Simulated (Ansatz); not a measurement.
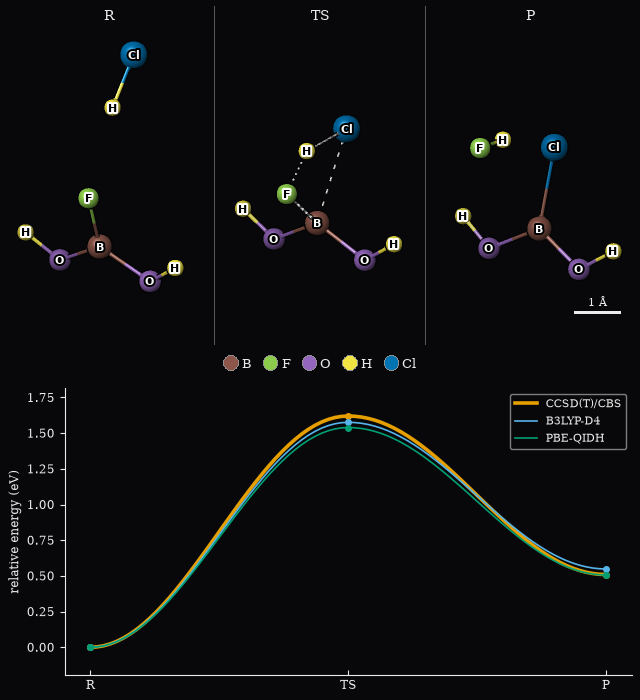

A reaction step of BH3O2ClF, with its energy diagram. Style: ball-and-stick. Shown from a free direction. Dashed sticks mark bonds that form or break.

Stationary points at PBE0-D4/def2-TZVP, single-point energies with CCSD(T)/CBS, B3LYP-D4, PBE-QIDH (def2-TZVPP where no basis is named; Ansatz 0.2.0). The energies are electronic, without zero-point or thermal terms, and both ends are the minima reached downhill from the saddle, with any fragments still in contact. CCSD(T)/CBS stands for a frozen-core estimate: MP2 correlation extrapolated from def2-TZVPP and def2-QZVPP, CCSD(T) minus MP2 from the smaller set.

What happens, and what does it cost?

Answer. Counted by bonded pieces, R holds BH₂O₂F + HCl and P holds BH₂ClO₂ + HF. From R over the saddle to P, bonds form: B–Cl (4.26 → 2.17 → 1.81 Å), F–H (2.05 → 1.09 → 0.93 Å). Bonds break: B–F (1.36 → 1.64 → 3.59 Å), Cl–H (1.28 → 1.61 → 2.25 Å). The saddle has one imaginary mode, 665i cm⁻¹. With CCSD(T)/CBS the barrier is 1.62 eV from R and 1.11 eV from P, and P lies 0.51 eV above R.

| level | barrier from R (eV) | barrier from P (eV) | P less R (eV) |
| --- | --- | --- | --- |
| CCSD(T)/CBS | 1.62 | 1.11 | 0.51 |
| B3LYP-D4 | 1.58 | 1.03 | 0.55 |
| PBE-QIDH | 1.54 | 1.03 | 0.51 |

Against CCSD(T)/CBS, B3LYP-D4 comes closest on the barrier from R (−0.04 eV) and PBE-QIDH misses most (−0.08 eV).
